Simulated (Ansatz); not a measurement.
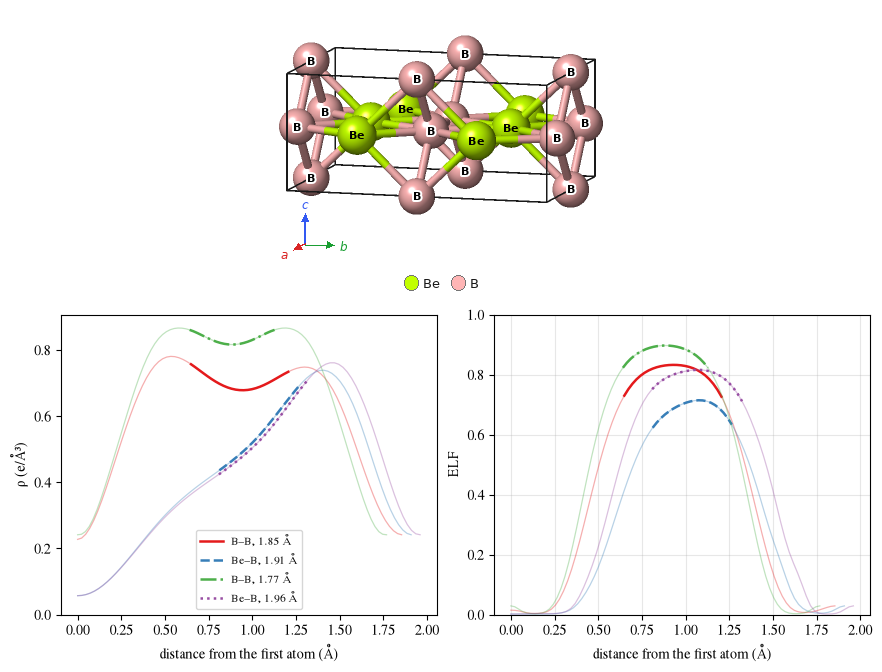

Figure. Be2B3. Valence electron density and electron localisation function along straight lines between neighbouring atoms. Thin, pale parts lie inside the atomic spheres. The structure is drawn too.

Space group Cmmm; started from the random prototype, which need not be the ambient phase; computed without spin polarisation.

The calculation used DFT PBE, scalar-relativistic, plane waves, PAW in Ansatz.

Core electrons are frozen (PAW), and the valence fields are smoothed inside the atomic spheres.

```
CELL_PARAMETERS angstrom
4.15605 0.00000 0.00000
0.00000 6.48113 0.00000
0.00000 0.00000 2.83993
ATOMIC_POSITIONS crystal
Be 0.00000 0.27003 0.50000
Be 0.50000 0.77003 0.50000
Be 0.00000 0.72997 0.50000
Be 0.50000 0.22997 0.50000
B 0.00000 0.50000 0.00000
B 0.50000 0.00000 0.00000
B 0.28720 0.50000 0.50000
B 0.78720 0.00000 0.50000
B 0.21280 0.00000 0.50000
B 0.71280 0.50000 0.50000
```

What can be read from the curves?

Answer. B–B (1.85 Å): the density is about 0.68 e/Å³ at the midpoint; the ELF peaks at about 0.85 between the atoms.
Be–B (1.91 Å): ρ at the midpoint is about 0.5 e/Å³; the ELF peaks at about 0.70 in the valence shell of B, 0.8 Å from its nucleus, and is about 0.70 at the midpoint.
B–B (1.77 Å): ρ at the midpoint is about 0.82 e/Å³; the ELF peaks at about 0.90 between the atoms.
Be–B (1.96 Å): ρ at the midpoint is about 0.49 e/Å³; the ELF peaks at about 0.80 between the atoms.
